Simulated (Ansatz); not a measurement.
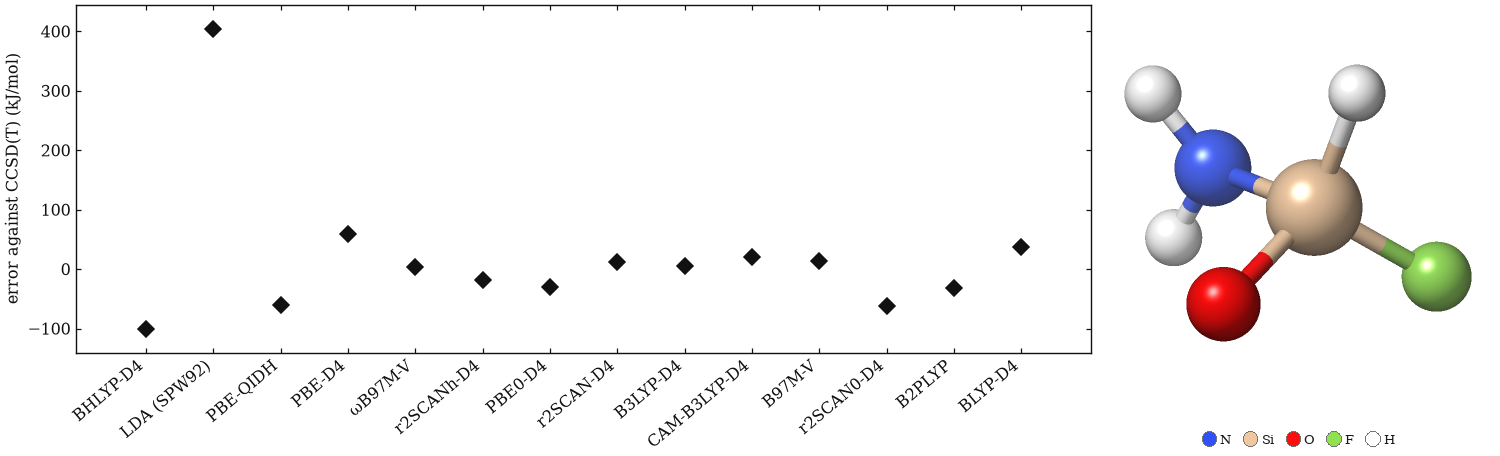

Error in the electronic atomisation energy (method less reference, so positive means overbinding) of SiNH₃OF, SMILES N[Si@@H]([O])F, doublet: functionals in def2-TZVPP against frozen-core CCSD(T) at the limit (scheme: direct), which gives 2520.3 kJ/mol, at a PBE0-D4/def2-TZVP geometry (no frequency check), no zero-point or spin-orbit term, the Ansatz code 0.2.0. The reference leaves out core correlation, a term that grows with the number of heavy atoms. PBE-QIDH and B2PLYP hold a correlation term that converges slowly with the basis, so part of the distance to the limit is basis error. No dispersion term is added to PBE-QIDH and B2PLYP.

Which of these levels overbind, and which underbind?

Overbind: LDA (SPW92), PBE-D4, CAM-B3LYP-D4 and BLYP-D4. Underbind: BHLYP-D4, PBE-QIDH, PBE0-D4, r2SCAN0-D4 and B2PLYP. Within 20 kJ/mol of zero, too close to call in view of what the reference leaves out: ωB97M-V, r2SCANh-D4, r2SCAN-D4, B3LYP-D4 and B97M-V.

What range do the values span?

From −100.2 kJ/mol (BHLYP-D4) to 404.9 kJ/mol (LDA (SPW92)).
